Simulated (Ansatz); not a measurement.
Input file:

```
basis:
  gaussian:
    orbitals: def2-TZVPD
crystal:
  periodic: [false, false, false]
  atoms:
    - symbol: Na
      position_ang: [-2.469484, 1.611802, -1.250194]
    - symbol: O
      position_ang: [-1.551284, 1.941501, 0.600219]
    - symbol: Si
      position_ang: [-1.780088, 0.498940, 1.223322]
    - symbol: H
      position_ang: [-1.167093, 0.484933, 2.645218]
output: {forces: true, orbitals: {seedname: orbitals}}
hamiltonian:
  xc: {name: PBE0}
```

Launched as:

```sh
ansatz run input.yaml --threads 1 --pin off --max-ram 2610MiB --events-out events.jsonl --progress --plain --runs-dir runs
```

Geometry: B3LYP-D4/def2-TZVP.

Level of theory: Ansatz 0.2.0, isolated molecule in a Gaussian basis; Kohn-Sham density functional theory, functional PBE0.

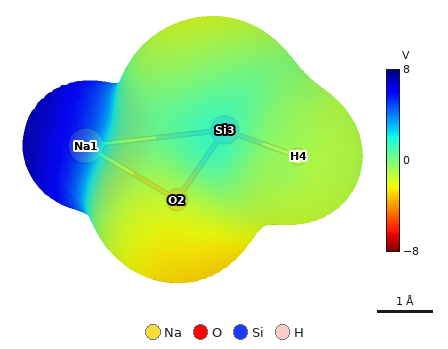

HNaOSi. The molecular electrostatic potential painted on the density surface at 0.004 e/bohr³, seen at a tilt; red is negative and blue positive.

Where is the surface potential most negative and most positive?

The most negative region (about −2.9 V, or −67 kcal/mol for a unit charge) lies over O2, the most positive (about +7.3 V, or +168 kcal/mol for a unit charge) over Na1. O2 is the likeliest acceptor of a hydrogen bond.

How polar is the molecule by this calculation?

Its dipole moment is 7.50 D.
